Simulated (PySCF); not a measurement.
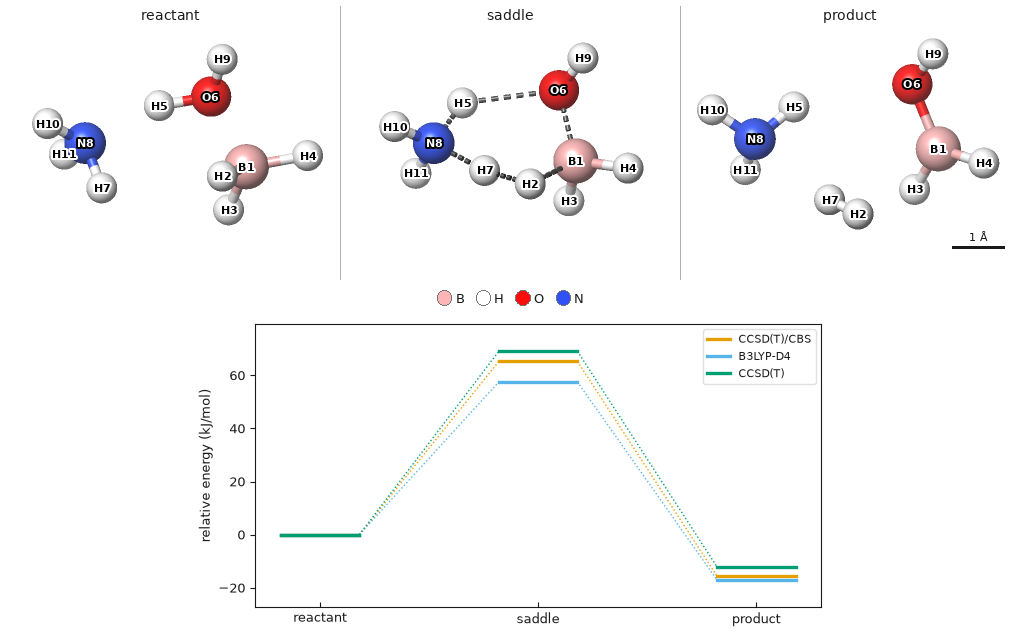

A reaction step of BNH₈O, with its energy diagram. A ball-and-stick model, seen face on. Dashed sticks mark bonds that form or break.

Stationary points at PBE0-D4/def2-TZVP, single-point energies with CCSD(T)/CBS, B3LYP-D4, CCSD(T) (def2-TZVPP where no basis is named; PySCF 2.14.0). The energies are electronic, without zero-point or thermal terms, and both ends are the minima reached downhill from the saddle, with any fragments still in contact. CCSD(T)/CBS stands for a frozen-core estimate: MP2 correlation extrapolated from def2-TZVPP and def2-QZVPP, CCSD(T) minus MP2 from the smaller set.

Q: Describe the step and its energetics.

A: Counted by bonded pieces, the reactant holds BH₃ + H₂O + NH₃ and the product holds BH₃O + H₂ + NH₃. From the reactant over the saddle to the product, bonds form: B1–O6 (1.62 → 1.46 → 1.35 Å), H2–H7 (2.60 → 1.04 → 0.75 Å), H5–N8 (1.62 → 1.03 → 1.01 Å). Bonds break: B1–H2 (1.22 → 1.35 → 3.06 Å), H5–O6 (1.02 → 1.90 → 2.34 Å), H7–N8 (1.02 → 1.28 → 2.56 Å). The saddle has one imaginary mode, 679i cm⁻¹. With CCSD(T)/CBS the barrier is 65.3 kJ/mol from the reactant and 80.8 kJ/mol from the product, and the product lies 15.6 kJ/mol below the reactant.

```
      level  barrier from the reactant (kJ/mol)  barrier from the product (kJ/mol)  the product less the reactant (kJ/mol)
CCSD(T)/CBS                                65.3                               80.8                                   −15.6
   B3LYP-D4                                57.6                               74.6                                   −17.0
    CCSD(T)                                69.1                               81.2                                   −12.1
```

Against CCSD(T)/CBS, CCSD(T) comes closest on the barrier from the reactant (+3.8 kJ/mol) and B3LYP-D4 misses most (−7.7 kJ/mol).
